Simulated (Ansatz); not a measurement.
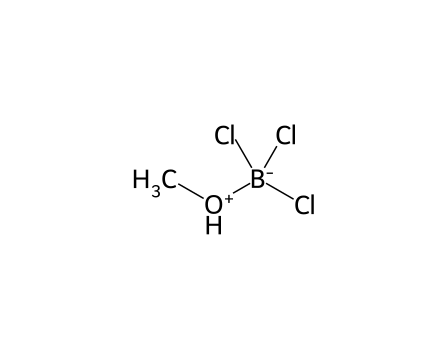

A structural formula.

**Give its SMILES.**

C[OH+][B-](Cl)(Cl)Cl

**Give the formula, hydrogens included.**

CH4BCl3O.

**An optimisation with PBE0-D4/def2-TZVP gave a structure of which point group?**

C1. Other conformers may differ.

The parts below concern this one geometry. Atoms keep their numbers from picture to picture. The geometry was computed by an optimisation with PBE0-D4/def2-TZVP.

## Shape

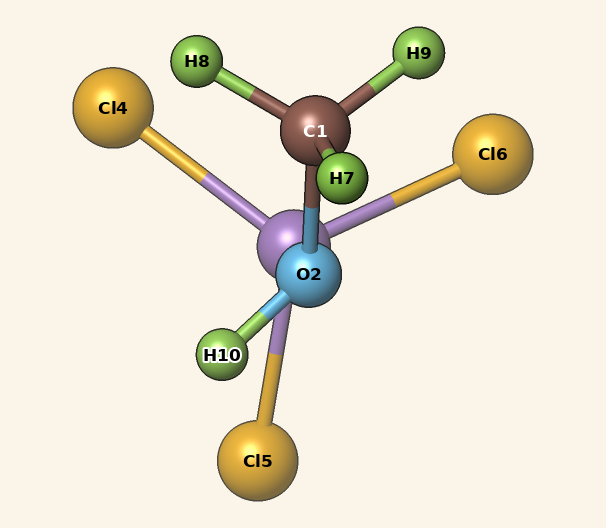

B3 lies behind O2. The molecule seen nearly along the O2–B3 bond, O2 in front. Atoms fade into the background with distance from the viewer.

**What is the torsion angle C1–O2–B3–Cl4? The sign is positive where the front bond must turn clockwise to cover the back bond.**

−53°, synclinal (gauche).

## Electronic properties

Method: RKS revPBE-D4/def2-TZVPP (Ansatz 0.2.0).

**What is the LUMO energy (Kohn–Sham orbital)?**

−0.97 eV.

**Give the HOMO energy (Kohn–Sham orbital) at this level.**

−6.65 eV.

**Estimate the dispersion correction.**

−90.0 kJ/mol.

## Dipole moment

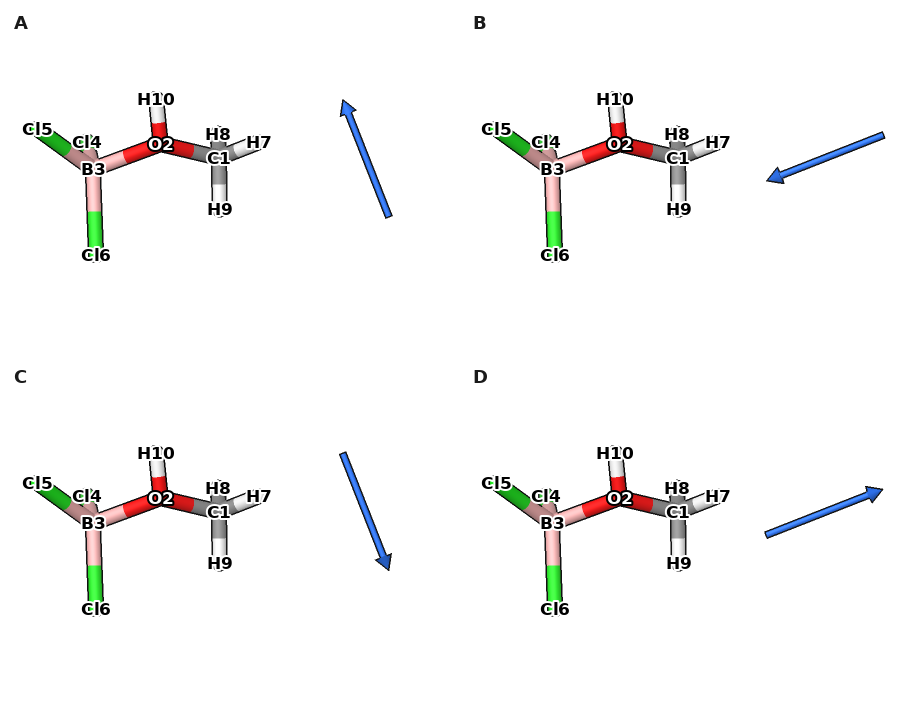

The same molecule four times, each with an arrow. Method: RKS ωB97M-V/def2-TZVPP (Ansatz 0.2.0).

**Which arrow points along the dipole moment, from the negative to the positive end?**

D. The dipole moment is 5.75 D; it points from the side of Cl5, Cl6 to the side of H7 (the outermost atoms at the two ends).

## Vibrations

Harmonic vibrations computed with RKS PBE0-D4/def2-TZVP (Ansatz 0.2.0) at a stationary point of the same level.

**How many vibrational modes are there, and where do they lie?**

24 modes: 85, 152, 164, 209, 233, 291, 311, 372, 464, 582, 647, 812, 850, 1011, 1138, 1183, 1362, 1459, 1480, 1499, 3090, 3190, 3208, 3771 cm⁻¹.

## Charges

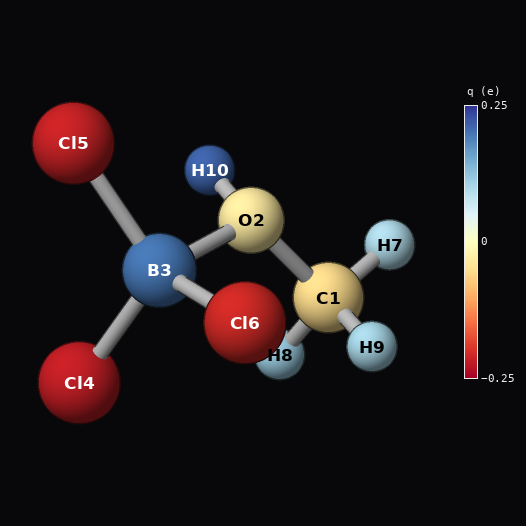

Atoms are coloured by their Mulliken charges. Method: RKS r2SCAN-D4/def2-TZVPP (Ansatz 0.2.0).

Give the Mulliken charges atom by atom.

```json
{"atom": "C1", "value (e)": "−0.05"}
{"atom": "O2", "value (e)": "−0.03"}
{"atom": "B3", "value (e)": "0.20"}
{"atom": "Cl4", "value (e)": "−0.22"}
{"atom": "Cl5", "value (e)": "−0.21"}
{"atom": "Cl6", "value (e)": "−0.20"}
{"atom": "H7", "value (e)": "0.09"}
{"atom": "H8", "value (e)": "0.11"}
{"atom": "H9", "value (e)": "0.10"}
{"atom": "H10", "value (e)": "0.21"}
```

Mulliken values depend strongly on the basis set and can even reverse the polarity of a bond.
